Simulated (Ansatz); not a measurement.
Run report: SnH$_{4}$Cl, frequency calculation

The run: frequency calculation of SnH$_{4}$Cl, multiplicity 2. Method and program: UKS PBE/def2-SVP (Ansatz 0.2.0).

It belongs to a series of runs on one base structure; here: vibrations at the highest image of the band.

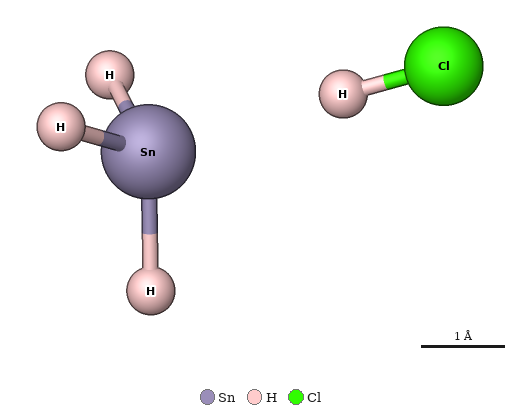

Fig. 1: The structure as given in the input (ball-and-stick view, seen at a tilt). Sticks mark near contacts. Bond lengths as drawn: Cl–H 1.32 Å and H–Sn 1.73 Å.

Results in brief

```json
{"quantity": "outcome", "value": "converged"}
{"quantity": "total energy", "value": "−18407.9927 eV"}
{"quantity": "mean-field energy", "value": "−18407.9927 eV"}
{"quantity": "⟨S²⟩", "value": "0.751"}
{"quantity": "largest force (length of the vector)", "value": "0.004 eV/Å"}
{"quantity": "hardware", "value": "1 thread of Arm Neoverse V2, 24 GiB of memory available, shared host"}
{"quantity": "wall time", "value": "41 s"}
{"quantity": "peak memory", "value": "0.12 GiB"}
```

Input file
```yaml
crystal:
  periodic: [false, false, false]
  atoms:
    - { symbol: Sn, position_ang: [-0.011348, 0.000166, -0.152746] }
    - { symbol: H, position_ang: [0.047649, 0.000531, 2.412695] }
    - { symbol: H, position_ang: [1.621392, 1.7e-05, -0.738975] }
    - { symbol: H, position_ang: [-0.849524, 1.427012, -0.67328] }
    - { symbol: H, position_ang: [-0.849528, -1.42697, -0.67251] }
    - { symbol: Cl, position_ang: [0.043156, -0.000754, 3.736616] }
magnetization:
  spin_polarized: true
  initial_magnetization: 1
basis:
  gaussian: { orbitals: def2-SVP }
hamiltonian:
  xc: pbe
phonons: {}
```

Command:
```bash
ansatz run input.yaml --threads 1 --pin off --max-ram 2048MiB --backend cpu --events-out ev --progress --plain --runs-dir out
```

The program's output
```
Engine: ansatz 0.2.0, aarch64-unknown-linux-gnu
Functional definition: PBE
  parameter kappa = 0.804
  parameter beta = 0.06672455060314922
  exchange = pbe_x(kappa = kappa, mu = beta*pi^2/3)
  correlation = pbe_c(beta = beta)
718 factors; their error is unknown
mean field evaluation 1: about -18407.2244 eV, gradient 1.1e1 eV
mean field evaluation 2: about -18407.4186 eV, gradient 9.7e0 eV
mean field evaluation 4: about -18408.0094 eV, gradient 3.9e-1 eV
mean field evaluation 8: about -18407.9927 eV, gradient 8.4e-3 eV
mean field -18407.99265866 eV, -676.4812528203 hartree, gradient 2.4e-5 eV, S^2 0.750895; 0 other end points of the search recorded, 0 dependent functions left out
the calculation of the forces begins
reference -18407.99269846 eV, -676.4812542827 hartree; 22, 21 occupied and 42, 43 virtual orbitals, 718 factors
these checks for a lower state are left out or cut short: stability, starts, cluster_reference, orbital_swaps, neighbouring_geometries, increment
718 factors; their error is unknown
mean field evaluation 16: about -18407.9926 eV, gradient 1.3e-1 eV
mean field -18407.99260175 eV, -676.4812507288 hartree, gradient 1.2e-6 eV, S^2 0.750895; 0 other end points of the search recorded, 0 dependent functions left out
[... from here on the field's lines of each further geometry are left out, up to the last ...]
the calculation of the forces begins
reference -18407.99262892 eV, -676.4812517271 hartree; 22, 21 occupied and 42, 43 virtual orbitals, 718 factors
these checks for a lower state are left out or cut short: stability, starts, cluster_reference, orbital_swaps, neighbouring_geometries, increment
718 factors; their error is unknown
mean field -18407.99257354 eV, -676.4812496922 hartree, gradient 2.1e-6 eV, S^2 0.750895; 0 other end points of the search recorded, 0 dependent functions left out
the calculation of the forces begins
reference -18407.99261332 eV, -676.4812511540 hartree; 22, 21 occupied and 42, 43 virtual orbitals, 718 factors
WARN: phonons: modes at or below zero, which the zero-point energy, F, S and C_V leave out: 2, the lowest at -81.23 cm⁻¹. A minimum has none, and a first-order saddle one
Total energy: -18407.99269846 eV, -676.4812542827 hartree
Atom 0 at    -0.011348     0.000166    -0.152746 Å, force    -0.000233    -0.000103     0.001730 eV/Å
Atom 1 at     0.047649     0.000531     2.412695 Å, force    -0.000010    -0.000006    -0.003976 eV/Å
Atom 2 at     1.621392     0.000017    -0.738975 Å, force     0.000313    -0.000021    -0.001332 eV/Å
Atom 3 at    -0.849524     1.427012    -0.673280 Å, force     0.000202    -0.000593     0.000251 eV/Å
Atom 4 at    -0.849528    -1.426970    -0.672510 Å, force     0.000317     0.000746     0.000369 eV/Å
Atom 5 at     0.043156    -0.000754     3.736616 Å, force    -0.000589    -0.000023     0.002957 eV/Å
Dipole moment:    -0.002500     0.000241    -0.420405 e Å
Vibrations: -81.23 -79.22 66.42 244.68 244.81 607.33 668.59 668.74 1785.53 1842.19 1842.27 2479.53 cm⁻¹, zero-point energy 0.647824 eV
```

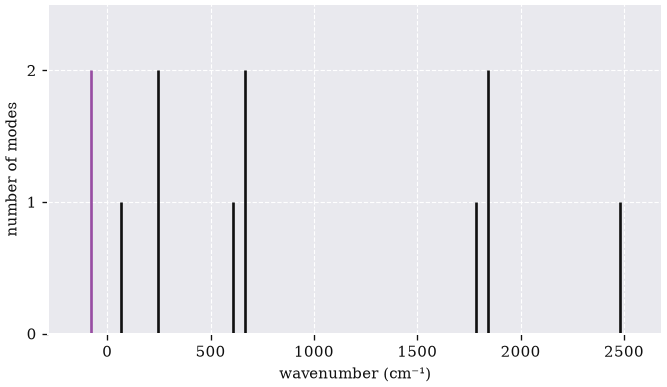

Fig. 2: Harmonic vibrational wavenumbers from the force constants; neighbouring modes closer than 12 cm⁻¹ are counted in one stick, and imaginary ones are drawn at negative wavenumbers. 12 modes from 81i to 2480 cm⁻¹, 2 imaginary beyond 8i (81i, 79i cm⁻¹): not a minimum.
